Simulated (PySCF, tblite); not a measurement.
# C₇H₁₀OSSi: geometry, infrared bands and NMR shifts

Wanted: the infrared bands and NMR shifts of C₇H₁₀OSSi (`CC(=S)C1=C[SiH2]C=CCO1`), by calculation.

Programs: tblite 0.8.0 and PySCF 2.14.0, with density-fitted response routines of our own. Each step states its level of theory. These are calculated values for one molecule in the gas phase, unless marked as measured. Atoms are numbered from 0 throughout.

### Step 1. Starting geometry

20 atoms, charge 0, multiplicity 1; geometry from: force field or distance geometry start.

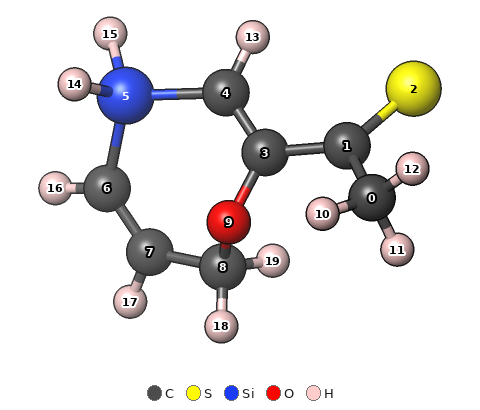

The starting geometry (carbon dark grey, sulfur yellow, silicon blue, oxygen red, hydrogen pink), atoms numbered; sticks join atoms by distance.

### Step 2. Geometry optimisation with GFN2-xTB

What the job is given:

```
{"job": {"kind": "relax", "xc": "GFN2-xTB", "basis": "xTB"}, "charge": 0, "multiplicity": 1}
C      3.055700    -0.633600     0.024200
C      2.092800     0.447200    -0.483500
S      2.691400     1.556700    -1.596300
C      0.681900     0.389900     0.034200
C     -0.047100     1.493700     0.233400
Si    -1.757700     1.511100     0.892300
C     -2.645800     0.035800     0.255400
C     -2.116400    -1.067200    -0.298500
C     -0.668000    -1.439700    -0.522700
O      0.209400    -0.859100     0.444200
H      2.718800    -1.021100     0.993200
H      3.069300    -1.458700    -0.692400
H      4.054800    -0.233800     0.163400
H      0.334800     2.478600    -0.026200
H     -1.734000     1.505600     2.378900
H     -2.454700     2.738300     0.453400
H     -3.723300     0.129400     0.345200
H     -2.824600    -1.830500    -0.663100
H     -0.582100    -2.518200    -0.390200
H     -0.360400    -1.213600    -1.547900
```

Launch:

```console
OMP_NUM_THREADS=1 python probes_run.py task.json out
```

The driver reads the jobs from task.json and runs them one after another.

The log of the run:

```text
step      E/eV     max force
  0    -790.05875    1.924
  1    -790.20849    1.002
  2    -790.27391    0.726
  3    -790.30528    0.420
  4    -790.33260    0.378
  5    -790.34953    0.275
  6    -790.36194    0.236
  7    -790.36917    0.210
  8    -790.37368    0.191
  9    -790.37728    0.160
 10    -790.38019    0.133
 11    -790.38207    0.104
 12    -790.38342    0.088
 13    -790.38500    0.096
 14    -790.38707    0.124
 15    -790.38928    0.121
 16    -790.39121    0.109
 17    -790.39293    0.120
 18    -790.39472    0.101
 19    -790.39661    0.112
 20    -790.39841    0.088
 21    -790.40011    0.103
 22    -790.40210    0.127
 23    -790.40487    0.201
 24    -790.40854    0.209
 25    -790.41249    0.137
 26    -790.41615    0.157
 27    -790.41985    0.162
 28    -790.42374    0.211
 29    -790.42723    0.162
 30    -790.43009    0.115
 31    -790.43278    0.155
 32    -790.43592    0.190
 33    -790.43942    0.193
 34    -790.44205    0.098
 35    -790.44331    0.064
 36    -790.44396    0.072
 37    -790.44456    0.098
 38    -790.44523    0.071
 39    -790.44589    0.056
 40    -790.44651    0.071
 41    -790.44700    0.096
 42    -790.44810    0.111
 43    -790.44920    0.085
 44    -790.45022    0.066
 45    -790.45101    0.064
 46    -790.45184    0.073
 47    -790.45282    0.081
 48    -790.45394    0.071
 49    -790.45506    0.071
 50    -790.45626    0.084
 51    -790.45777    0.093
 52    -790.45978    0.128
 53    -790.46218    0.139
 54    -790.46469    0.123
 55    -790.46715    0.118
 56    -790.46972    0.128
 57    -790.47234    0.113
 58    -790.47458    0.105
 59    -790.47616    0.100
 60    -790.47680    0.104
 61    -790.47812    0.083
 62    -790.47901    0.064
 63    -790.48037    0.059
 64    -790.48093    0.053
 65    -790.48137    0.051
 66    -790.48163    0.035
 67    -790.48183    0.030
 68    -790.48197    0.021
 69    -790.48210    0.024
 70    -790.48221    0.023
 71    -790.48233    0.023
 72    -790.48247    0.023
 73    -790.48259    0.019
 74    -790.48267    0.017
 75    -790.48274    0.017
 76    -790.48282    0.019
 77    -790.48293    0.024
 78    -790.48306    0.024
 79    -790.48321    0.027
 80    -790.48338    0.029
 81    -790.48358    0.031
 82    -790.48380    0.035
 83    -790.48408    0.045
 84    -790.48436    0.044
 85    -790.48460    0.030
 86    -790.48477    0.032
 87    -790.48492    0.032
 88    -790.48511    0.039
 89    -790.48539    0.045
 90    -790.48570    0.038
 91    -790.48594    0.030
 92    -790.48608    0.027
 93    -790.48620    0.027
 94    -790.48634    0.028
 95    -790.48653    0.028
 96    -790.48668    0.029
 97    -790.48680    0.022
 98    -790.48691    0.021
 99    -790.48699    0.018
100    -790.48707    0.018
101    -790.48713    0.018
102    -790.48720    0.022
103    -790.48729    0.023
104    -790.48736    0.023
105    -790.48741    0.018
106    -790.48745    0.014
107    -790.48749    0.014
108    -790.48754    0.018
109    -790.48760    0.019
110    -790.48764    0.015
111    -790.48767    0.016
112    -790.48771    0.013
113    -790.48774    0.013
114    -790.48777    0.009
```

Run time: 0.99 s. Hardware: 1 thread of Arm Neoverse V2, shared host; peak memory 0.24 GiB.

The steps of the relaxation: (not every step is listed)

```tsv
step	energy from step 0 (eV)	largest force (eV/Å)
0	0.0000	1.9238
1	-0.1497	1.0021
2	-0.2152	0.7261
3	-0.2465	0.4199
4	-0.2738	0.3778
5	-0.2908	0.2747
6	-0.3032	0.2365
7	-0.3104	0.2097
8	-0.3149	0.1908
18	-0.3360	0.1007
28	-0.3650	0.2108
38	-0.3865	0.0709
48	-0.3952	0.0711
58	-0.4158	0.1050
68	-0.4232	0.0206
78	-0.4243	0.0235
88	-0.4264	0.0394
98	-0.4282	0.0214
108	-0.4288	0.0183
109	-0.4289	0.0194
110	-0.4289	0.0154
111	-0.4289	0.0164
112	-0.4290	0.0126
113	-0.4290	0.0128
114	-0.4290	0.0091
```

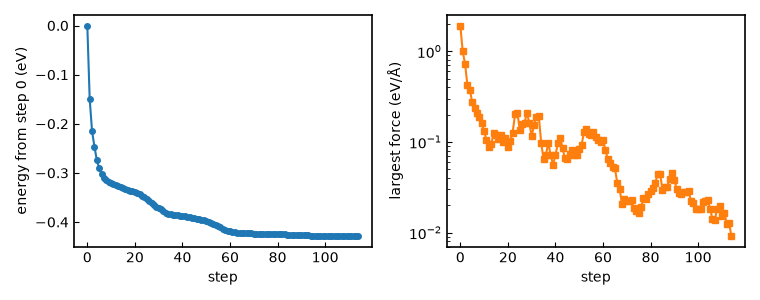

Energy and force, step by step.

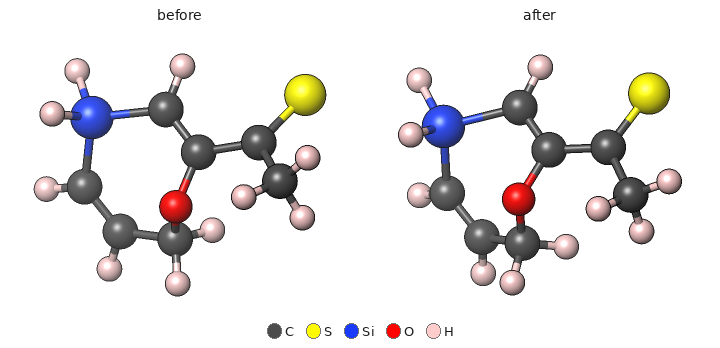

The geometry before (left) and after (right).

Distances of close pairs at the start and the end, largest changes first:

```tsv
bond	before (Å)	after (Å)	change (Å)
C1–C3	1.504	1.449	-0.055
C4–Si5	1.833	1.885	+0.052
Si5–C6	1.836	1.886	+0.050
C1–S2	1.682	1.638	-0.043
C0–C1	1.534	1.492	-0.042
Si5–H14	1.487	1.464	-0.023
C7–H17	1.103	1.085	-0.018
C6–C7	1.343	1.326	-0.017
```

The final coordinates are the input of the step that follows.

### Step 3. Vibrational analysis with GFN2-xTB

What the job is given:

```
{"job": {"kind": "ir", "xc": "GFN2-xTB", "basis": "xTB"}, "charge": 0, "multiplicity": 1}
C      2.794663    -0.748453    -0.189540
C      2.021599     0.503455    -0.436183
S      2.678196     1.736758    -1.291352
C      0.682633     0.603592     0.107679
C     -0.070915     1.711169     0.153687
Si    -1.756301     1.457773     0.958519
C     -2.566649     0.047538     0.003101
C     -1.952807    -1.051978    -0.411297
C     -0.523435    -1.416126    -0.132221
O      0.159024    -0.527852     0.727250
H      2.614401    -1.112494     0.821121
H      2.475354    -1.527423    -0.884681
H      3.856013    -0.572009    -0.344045
H      0.304003     2.635003    -0.255043
H     -1.600128     1.152918     2.381874
H     -2.549356     2.675560     0.754375
H     -3.610821     0.162562    -0.256462
H     -2.469661    -1.806717    -0.994771
H     -0.500158    -2.388743     0.374909
H      0.009197    -1.523855    -1.089958
```

The log of the run:

```text
mode    cm-1     km/mol
  1      45.0      3.08
  2      59.9      1.12
  3     101.2      0.65
  4     115.1      1.47
  5     133.3      1.04
  6     215.5     19.90
  7     221.0      5.02
  8     257.2      2.12
  9     304.8      2.91
 10     340.6      4.02
 11     395.5      4.45
 12     428.1      1.86
 13     470.9     30.83
 14     507.9     39.27
 15     555.6      5.88
 16     620.9     13.15
 17     660.2     60.43
 18     677.0    129.07
 19     687.6     19.71
 20     754.8     64.52
 21     765.1     13.21
 22     771.7    216.27
 23     800.4     89.00
 24     811.3    155.52
 25     896.4      5.56
 26     940.9      1.01
 27     944.6     26.24
 28     980.1      9.91
 29     993.3      1.94
 30    1028.6     26.69
 31    1084.2     79.39
 32    1176.6     80.83
 33    1193.7     20.79
 34    1215.2     79.71
 35    1236.7     30.49
 36    1268.6     25.07
 37    1325.3      3.36
 38    1330.3      5.77
 39    1381.1     23.21
 40    1433.4      5.30
 41    1450.0      6.84
 42    1457.5      3.77
 43    1579.1     22.64
 44    1683.7     39.44
 45    2228.6    376.84
 46    2253.0    239.86
 47    2856.3     36.99
 48    2918.6     27.77
 49    2978.8      6.70
 50    3013.8     51.58
 51    3018.0      2.31
 52    3048.3     54.89
 53    3049.6      9.83
 54    3100.0     12.50
```

It took 0.92 s on 1 thread of Arm Neoverse V2, shared host; peak memory 0.24 GiB.

The strongest bands and the atoms that carry them (share of the mass-weighted mode):

```tsv
cm⁻¹	km/mol	atoms
677	129.1	H14 21 %, H15 15 %
772	216.3	H14 45 %, H15 40 %
800	89.0	H13 56 %, C4 17 %
811	155.5	C4 31 %, Si5 24 %, H13 22 %
1177	80.8	H13 44 %, C4 15 %, C1 14 %, C3 10 %
1215	79.7	C1 61 %, C0 12 %
2229	376.8	H15 94 %
2253	239.9	H14 94 %
```

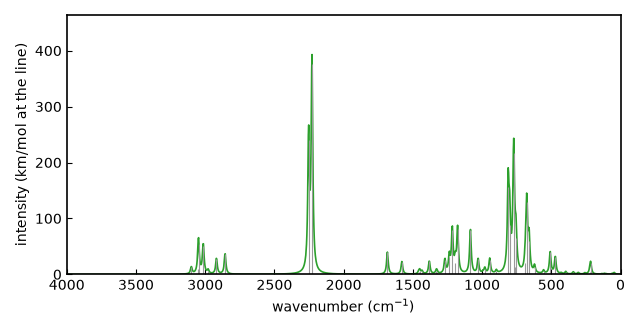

The infrared spectrum from these modes, unscaled. Lines are broadened to a width of 14 cm⁻¹ (Lorentzian).

### Step 4. Nuclear shieldings: PBE0/pcSseg-1

The job, as its differences from that of step 3:

```diff
@@ -1,2 +1,2 @@
-{"job": {"kind": "ir", "xc": "GFN2-xTB", "basis": "xTB"}, "charge": 0, "multiplicity": 1}
+{"job": {"kind": "nmr", "xc": "PBE0", "basis": "pcSseg-1"}, "charge": 0, "multiplicity": 1}
 C      2.794663    -0.748453    -0.189540
```

Method: GIAO PBE0/pcSseg-1 NMR shielding, non-relativistic, gas phase.

The log of the run:

```text
coarse grid: 18136 points
cycle   1  E = -1034.6966907308  dE =  1.477e+00  |g| = 6.515e-01  |ddm| = 4.366e+00
cycle   2  E = -1034.5771312533  dE =  1.196e-01  |g| = 9.939e-01  |ddm| = 1.570e+00
cycle   3  E = -1034.7841075685  dE = -2.070e-01  |g| = 1.862e-01  |ddm| = 1.144e+00
cycle   4  E = -1034.7921523780  dE = -8.045e-03  |g| = 7.452e-02  |ddm| = 3.135e-01
cycle   5  E = -1034.7935096657  dE = -1.357e-03  |g| = 2.469e-02  |ddm| = 1.235e-01
cycle   6  E = -1034.7936438077  dE = -1.341e-04  |g| = 4.930e-03  |ddm| = 3.030e-02
cycle   7  E = -1034.7936484232  dE = -4.615e-06  |g| = 2.209e-03  |ddm| = 6.170e-03
final grid: 167056 points
cycle   8  E = -1034.8672626772  dE = -2.861e-05  |g| = 1.354e-02  |ddm| = 4.233e-02
cycle   9  E = -1034.8671749684  dE =  8.771e-05  |g| = 2.299e-02  |ddm| = 3.581e-02
cycle  10  E = -1034.8673025360  dE = -1.276e-04  |g| = 3.198e-03  |ddm| = 2.736e-02
cycle  11  E = -1034.8673052726  dE = -2.737e-06  |g| = 5.672e-04  |ddm| = 4.277e-03
cycle  12  E = -1034.8673053285  dE = -5.590e-08  |g| = 2.360e-04  |ddm| = 7.517e-04
cycle  13  E = -1034.8673053421  dE = -1.360e-08  |g| = 5.044e-05  |ddm| = 3.208e-04
cycle  14  E = -1034.8673053426  dE = -4.982e-10  |g| = 2.458e-05  |ddm| = 7.103e-05
converged SCF energy = -1034.8673053426

GIAO shielding tensors (ppm)
atom      isotropic    diamagn.    paramagn.     s11        s22        s33       span
  0 C      147.968     247.545     -99.577    121.314    139.370    183.219     61.905
  1 C      -66.144     258.651    -324.795   -231.912   -101.614    135.093    367.005
  2 S     -553.729    1056.973   -1610.702  -1920.687   -371.640    631.140   2551.826
  3 C       13.648     256.962    -243.314    -95.859     52.357     84.446    180.305
  4 C       39.975     259.761    -219.785    -71.138     32.601    158.463    229.601
  5 Si     413.987     880.685    -466.698    384.404    420.492    437.065     52.661
  6 C       61.167     259.622    -198.454    -46.874     49.830    180.546    227.419
  7 C       31.982     256.788    -224.806    -89.451     46.277    139.119    228.570
  8 C      113.855     246.601    -132.746     93.418     96.794    151.352     57.935
  9 O      238.964     404.601    -165.637    195.608    222.040    299.246    103.638
 10 H       28.155      29.926      -1.771     23.675     29.696     31.095      7.419
 11 H       29.041      29.330      -0.288     25.371     29.218     32.536      7.165
 12 H       28.448      28.358       0.090     24.350     28.444     32.549      8.200
 13 H       23.827      33.005      -9.178     20.606     23.464     27.410      6.804
 14 H       26.486      28.816      -2.331     23.300     25.216     30.941      7.641
 15 H       27.355      28.690      -1.335     23.920     25.399     32.747      8.827
 16 H       25.695      28.260      -2.565     24.187     25.663     27.234      3.046
 17 H       25.149      29.679      -4.530     23.474     24.588     27.385      3.911
 18 H       26.829      30.295      -3.466     22.495     26.145     31.848      9.354
 19 H       27.368      32.284      -4.916     22.470     28.448     31.187      8.717
```

Run time: 76 s. Hardware: 1 thread of Arm Neoverse V2, shared host; peak memory 1.1 GiB.

Shifts follow as δ = σ(reference) − σ, with reference shieldings (ppm) from runs at the same level and on the same kind of geometry: 1H TMS 31.72, 13C TMS 186.9, 29Si TMS 349.2, 17O H2O 336.1, 33S CS2 504. The references are single molecules in the gas phase, so shifts against H2O, NH3, PH3, H3PO4 or CFCl3 are not on the usual liquid scales and can be off by tens of ppm. Atoms listed in one row are averaged.

```tsv
atoms	environment	σ (ppm)	δ (ppm)	δ scaled to CDCl3
C1	thiocarbonyl carbon	-66.1	253.1	240.7
C3	alkene carbon bearing oxygen	13.6	173.3	167.2
C7	alkene CH	32.0	154.9	149.3
C4	β carbon of an enol-ether or enamine type C=C	40.0	146.9	141.5
C6	alkene CH	61.2	125.8	120.8
C8	allylic sp3 CH2 bonded to O	113.9	73.1	69.4
C0	methyl carbon	148.0	39.0	36.1
H13	hydrogen on a β carbon of an enol-ether or enamine type C=C	23.83	7.89	7.54
H17	hydrogen on an alkene CH	25.15	6.57	6.30
H16	hydrogen on an alkene CH	25.69	6.02	5.78
H14, H15	hydrogen on a silicon bonded to 2 C, in a 7-membered ring	26.92	4.80	–
H18, H19	hydrogen on an allylic sp3 CH2 bonded to O	27.10	4.62	4.46
H10, H11, H12	hydrogen on a methyl carbon	28.55	3.17	3.09
S2	thione sulfur	-554	1057	–
Si5	silicon bonded to 2 C, 2 H, in a 7-membered ring	414.0	-64.8	–
O9	ether oxygen	239.0	97.1	–
```

The scaled column applies a straight-line fit of computed shieldings to shifts measured in CDCl3, with any fitted terms for Cl, Br or S neighbours (root-mean-square error 0.16 ppm for H, 1.9 ppm for C).

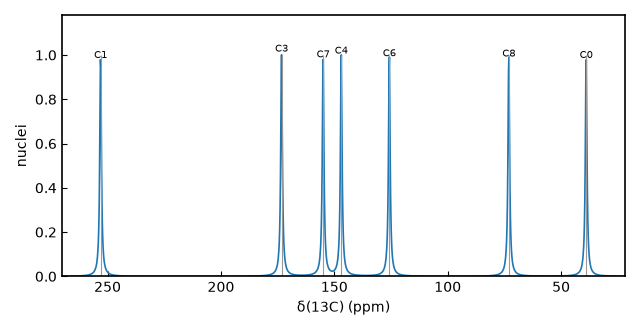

13C lines at the computed shifts, without couplings. Lines are broadened to a width of 0.86 ppm (Lorentzian).

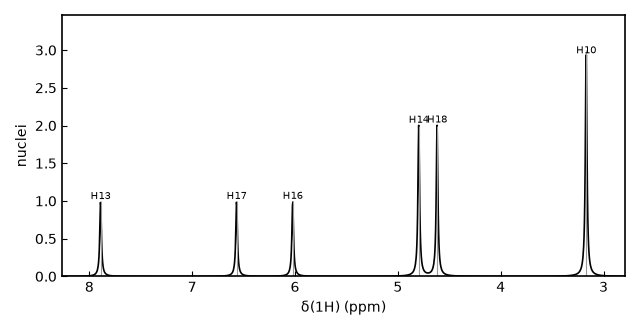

1H lines at the computed shifts, without couplings. Lines are broadened to a width of 0.02 ppm (Lorentzian).

The run also stored atomic charges by several schemes (e):

```tsv
atoms	Mulliken	IAO	Hirshfeld	ESP fit
C0	-0.13	-0.43	-0.13	-0.33
C1	-0.38	-0.05	0.04	0.17
S2	-0.05	-0.09	-0.12	-0.23
C3	0.22	0.17	0.06	0.19
C4	-0.30	-0.40	-0.13	-0.36
Si5	0.78	0.76	0.33	0.63
C6	-0.41	-0.44	-0.15	-0.46
C7	-0.18	-0.13	-0.04	0.02
C8	0.10	-0.06	0.01	-0.13
O9	-0.53	-0.37	-0.10	-0.27
```

Mulliken charges:

C0 -0.13; C1 -0.38; S2 -0.05; C3 0.22; C4 -0.30; Si5 0.78; C6 -0.41; C7 -0.18; C8 0.10; O9 -0.53; H10 0.14; H11 0.14; H12 0.14; H13 0.13; H14 -0.06; H15 -0.11; H16 0.13; H17 0.11; H18 0.14; H19 0.13

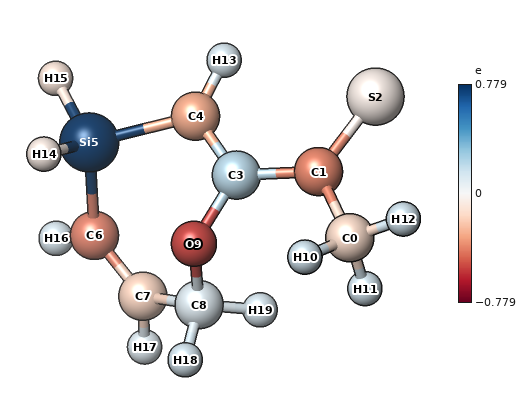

Mulliken charges, as colours on the atoms.

Mayer bond orders: C0–C1 1.04, C1–S2 1.85, C1–C3 0.99, C3–C4 1.78, C4–Si5 0.86, Si5–C6 0.88, C6–C7 1.95, C7–C8 1.04, C8–O9 0.90, O9–C3 0.95.

Ring of atoms C3, C4, Si5, C6, C7, C8, O9: NICS(0) 0.1, NICS(1) -2.1, NICS(1)zz 3.7 ppm (means of both faces).

The fields below are evaluated on a grid from the run's orbitals.

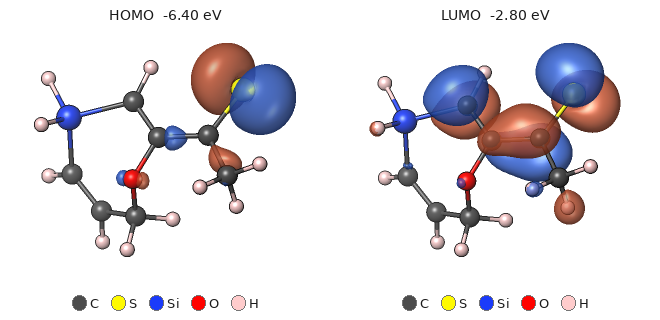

Frontier orbitals at PBE0/pcSseg-1; each surface holds 70 % of the orbital's density, blue and red mark the sign.

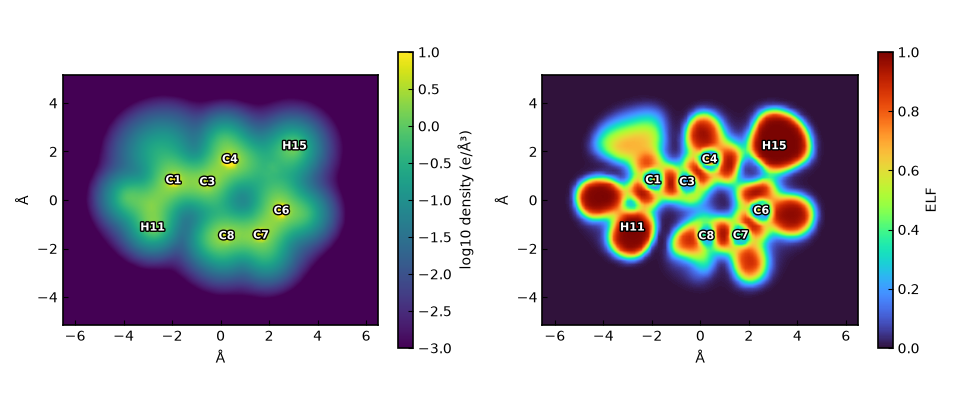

Density (left) and ELF (right) in a plane through or near 8 of the atoms.

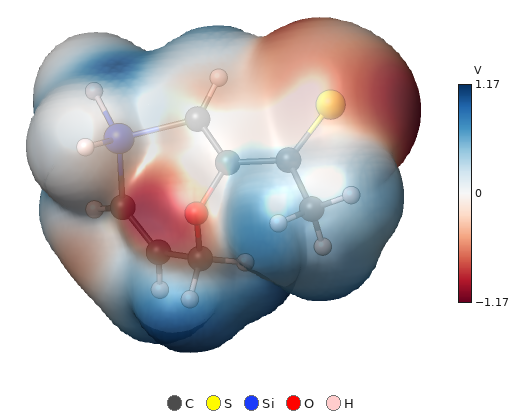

The potential that a unit positive charge feels on the 0.002 e/bohr³ surface, from -1.01 V near S2 to 1.17 V near H19.

### Step 5. Summary of results

| quantity | value |
| --- | --- |
| strongest single infrared mode (GFN2-xTB) | 2229 cm⁻¹, 377 km/mol |
| zero-point energy (GFN2-xTB) | 91.2 kcal/mol |
| 13C shifts against TMS (PBE0/pcSseg-1) | 253.1, 173.3, 154.9, 146.9, 125.8, 73.1, 39.0 ppm |
| 1H shifts against TMS (PBE0/pcSseg-1, means over atoms taken as alike) | 7.89, 6.57, 6.02, 4.80, 4.62, 3.17 ppm |
| 33S shifts against CS2 (PBE0/pcSseg-1) | 1057 ppm |
| 29Si shifts against TMS (PBE0/pcSseg-1) | -64.8 ppm |
| 17O shifts against H2O (PBE0/pcSseg-1) | 97.1 ppm |
| surface potential, least and greatest | -1.01 V and 1.17 V |

What this shows: The optimisation took 114 steps and gained 0.429 eV; among the close pairs (by a distance rule), C1–C3 changed most, from 1.504 to 1.449 Å. No mode is imaginary among the 54: a minimum at this level. The strongest single mode, at 2229 cm⁻¹, moves mainly H15. Unscaled tight-binding wavenumbers are off by several per cent, some by more. Its intensities can rank the bands wrongly. C1 (thiocarbonyl carbon) lies farthest downfield among carbon, at 253.1 ppm; low-lying n→π* states of the double bond to the heteroatom give a large paramagnetic term (-325 ppm). The most deshielded hydrogen is H13 (hydrogen on a β carbon of an enol-ether or enamine type C=C), at 7.89 ppm: olefinic region. At PBE0/pcSseg-1: The largest span, 2552 ppm, is at S2, where the paramagnetic term is -1611 ppm. By nearest atom (PBE0/pcSseg-1), the HOMO sits on S2 80 % and the LUMO on S2 31 %; C1 27 %.
